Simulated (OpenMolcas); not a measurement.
# P2 (diphosphorus): a chain of runs

We compute the energy (HF/ANO-RCC-MB), then a single-point energy (CASSCF(8,7)/ANO-RCC-VDZ), then the energy (CASPT2(8,7)/ANO-RCC-VDZ) of P2 (diphosphorus). 

The results are computed with OpenMolcas 26.06.

## Step 1: The system as given

P2 has 2 atoms, charge 0, and is taken as a singlet. As SMILES, `P#P`. The bond length is the measured one.

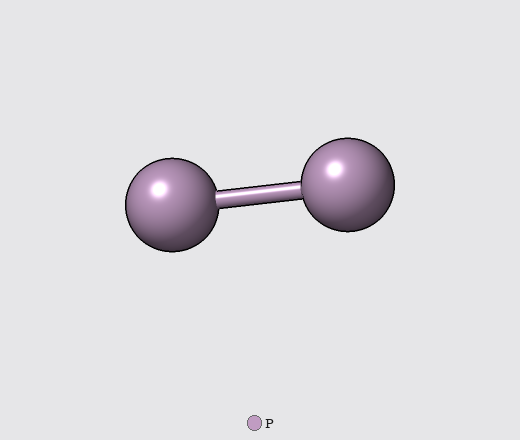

Viewed from a chosen angle; phosphorus pink.

## Step 2: The energy at HF/ANO-RCC-MB (DKH2) (run 1)

Input file step1.input:

```
&GATEWAY
Coord
2
angstrom
P        0.000000       0.000000       0.000000
P        0.000000       0.000000       1.893400
Basis=ANO-RCC-MB
Group=NoSym
&SEWARD
&SCF
PrOrbitals=1 1
```

Launch:

```sh
$ export MOLCAS_MEM=1860
$ pymolcas step1.input > step1.log
```

What it wrote:

```text
--- Start Module: gateway ---
[...]
--- Stop Module: gateway /rc=_RC_ALL_IS_WELL_ ---
--- Start Module: seward ---
[...]
      Basis functions           18
--- Stop Module: seward /rc=_RC_ALL_IS_WELL_ ---
--- Start Module: scf ---
[...]
       Convergence after   7 Iterations
[...]
::    Total SCF energy                               -682.9954077688
[...]
      Total spin, S                                     0.0000000000
[...]
      Total electronic charge=   30.000000
      Total            charge=   -0.000000
[...]
      Dipole Moment (debye):
      Origin of the operator (angstrom)=    0.0000    0.0000    0.9467
                   X=  8.5897E-13               Y= -2.0498E-13               Z= -5.0754E-13           Total=  1.0185E-12
      Quadrupole Moment (debye*angstrom):
[...]
--- Stop Module: scf /rc=_RC_ALL_IS_WELL_ ---
[...]
```

It took 1.9 s on 1 thread of Arm Neoverse V1, shared host; peak memory 0.38 GiB.

## Step 3: The energy at CASSCF(8,7)/ANO-RCC-VDZ (DKH2) (run 2)

Input file step2.inp:

```
* P2 CASSCF

&GATEWAY
  COORD
  2
  angstrom
  P        0.000000       0.000000       0.000000
  P        0.000000       0.000000       1.893400
  BASIS=ANO-RCC-MB
  GROUP=NoSym

&SEWARD

&RASSCF
  FILEORB=$CurrDir/step1.ScfOrb
  SPIN=1
  NACTEL=8 0 0
  INACTIVE=11
  RAS2=7
  ORBLISTING=Nothing
>>> COPY $Project.RunFile RUNFIL1
>>> COPY $Project.RasOrb INPORB

&GATEWAY
  COORD
  2
  angstrom
  P        0.000000       0.000000       0.000000
  P        0.000000       0.000000       1.893400
  BASIS=ANO-RCC-VDZ
  GROUP=NoSym

&SEWARD
>>> COPY $Project.RunFile RUNFIL2

&EXPBAS

&RASSCF
  FILEORB=$Project.ExpOrb
  SPIN=1
  NACTEL=8 0 0
  INACTIVE=11
  RAS2=7
  ORBLISTING=Nothing
  ORBAPPEAR=Compact
```

Launch:

```sh
$ export MOLCAS_MEM=1860
$ pymolcas step2.inp > step2.log
```

What it wrote:

```text
--- Start Module: gateway ---
[...]
--- Stop Module: gateway /rc=_RC_ALL_IS_WELL_ ---
[...]
      Basis functions           18
[...]
      Number of active orbitals                  7
[...]
      Spin quantum number                      0.0
[...]
      Active orbitals                            7
[...]
      Number of CSFs                           490
[...]
      Number of root(s) required                 1
[...]
      Convergence after  8 iterations
[...]
      printout of CI-coefficients larger than  0.05 for root  1
      energy=    -683.095034
      conf/sym  1111111     Coeff  Weight
             1  2222000   0.94088 0.88525
             3  2220200  -0.16053 0.02577
            14  22udud0   0.13963 0.01950
            15  22uudd0   0.07224 0.00522
            40  2u2du0d  -0.07294 0.00532
            41  2u2ud0d  -0.06213 0.00386
[...]
      Natural orbitals and occupation numbers for root  1
      sym 1:   1.984534   1.969005   1.901105   1.901105   0.105609   0.105609   0.033032
      ************************************************************************************************************************
      *                                                    Final results                                                     *
[...]
::    RASSCF root number  1 Total energy:   -683.09503431
[...]
      Basis functions           26
[...]
--- Start Module: expbas ---
[...]
--- Stop Module: expbas /rc=_RC_ALL_IS_WELL_ ---
--- Start Module: rasscf ---
[...]
      Convergence after 10 iterations
[...]
      Natural orbitals and occupation numbers for root  1
      sym 1:   1.984629   1.968590   1.903857   1.903857   0.102967   0.102967   0.033132
      ************************************************************************************************************************
      *                                                    Final results                                                     *
[...]
::    RASSCF root number  1 Total energy:   -683.14517704
[...]
      Total electronic charge=   30.000000
      Total            charge=   -0.000000
[...]
      Dipole Moment (debye):
      Origin of the operator (angstrom)=    0.0000    0.0000    0.9467
                   X=  1.6827E-12               Y=  5.1652E-13               Z=  1.0629E-07           Total=  1.0629E-07
      Quadrupole Moment (debye*angstrom):
[...]
--- Stop Module: rasscf /rc=_RC_ALL_IS_WELL_ ---
[...]
```

Run time: 4.5 s. Hardware: 1 thread of Arm Neoverse V1, shared host; peak memory 0.38 GiB.

## Step 4: A single-point energy at CASPT2(8,7)/ANO-RCC-VDZ (DKH2, ipea shift 0.25 Eh, pt2 variant SS) (run 3)

Input file step3.input:

```
&GATEWAY
 Coord
 2
 angstrom
 P        0.000000       0.000000       0.000000
 P        0.000000       0.000000       1.893400
 Basis
 ANO-RCC-VDZ
 Group
 NoSym

&SEWARD

&RASSCF
 FileOrb
 $CurrDir/step2.RasOrb
 Spin
 1
 Nactel
 8 0 0
 Inactive
 11
 Ras2
 7
 OrbListing
 Nothing
 OrbAppear
 Compact

&CASPT2
 Imaginary
 0.2
```

Launch:

```sh
$ export MOLCAS_MEM=1860
$ pymolcas step3.input > step3.log
```

What it wrote:

```text
--- Start Module: gateway ---
[...]
--- Stop Module: gateway /rc=_RC_ALL_IS_WELL_ ---
[...]
      Basis functions           26
[...]
--- Start Module: rasscf ---
[...]
      Number of active orbitals                  7
[...]
      Spin quantum number                      0.0
[...]
      Active orbitals                            7
[...]
      Number of CSFs                           490
[...]
      Number of root(s) required                 1
[...]
      Convergence after  6 iterations
[...]
      printout of CI-coefficients larger than  0.05 for root  1
      energy=    -683.145177
      conf/sym  1111111     Coeff  Weight
             1  2222000  -0.94210 0.88754
             6  2220020   0.15887 0.02524
            14  22udud0   0.13873 0.01925
            15  22uudd0  -0.07231 0.00523
            43  2u2d0ud   0.07311 0.00535
            45  2u2u0dd   0.06173 0.00381
[...]
      Natural orbitals and occupation numbers for root  1
      sym 1:   1.984629   1.968593   1.903851   1.903851   0.102973   0.102973   0.033130
      ************************************************************************************************************************
      *                                                    Final results                                                     *
[...]
::    RASSCF root number  1 Total energy:   -683.14517704
[...]
      Total electronic charge=   30.000000
      Total            charge=   -0.000000
[...]
      Dipole Moment (debye):
      Origin of the operator (angstrom)=    0.0000    0.0000    0.9467
                   X=  8.2400E-14               Y=  2.9474E-12               Z= -1.8419E-08           Total=  1.8419E-08
      Quadrupole Moment (debye*angstrom):
[...]
--- Stop Module: rasscf /rc=_RC_ALL_IS_WELL_ ---
--- Start Module: caspt2 ---
[...]
      E2 (Variational):          -0.0312189477
      Total energy:            -683.1763959837
[...]
      Reference weight:           0.98203
[...]
::    CASPT2 Root  1     Total energy:   -683.17639598
[...]
--- Stop Module: caspt2 /rc=_RC_ALL_IS_WELL_ ---
[...]
```

It took 2.6 s on 1 thread of Arm Neoverse V1, shared host; peak memory 0.38 GiB.

## Step 5: Summary of results

| quantity | value |
| --- | --- |
| run 1, HF/ANO-RCC-MB: total energy | -682.99541 Eh |
| run 1, HF/ANO-RCC-MB: dipole moment | 0.00 D |
| run 1, HF/ANO-RCC-MB: HOMO energy | -11.02 eV |
| run 1, HF/ANO-RCC-MB: LUMO energy | 0.29 eV |
| run 1, HF/ANO-RCC-MB: HOMO–LUMO gap | 11.31 eV |
| run 2, CASSCF(8,7)/ANO-RCC-VDZ: total energy | -683.14518 Eh |
| run 2, CASSCF(8,7)/ANO-RCC-VDZ: dipole moment (CASSCF density) | 0.00 D |
| run 3, CASPT2(8,7)/ANO-RCC-VDZ: total energy | -683.17640 Eh |
| run 3, CASPT2(8,7)/ANO-RCC-VDZ: dipole moment (CASSCF density) | 0.00 D |
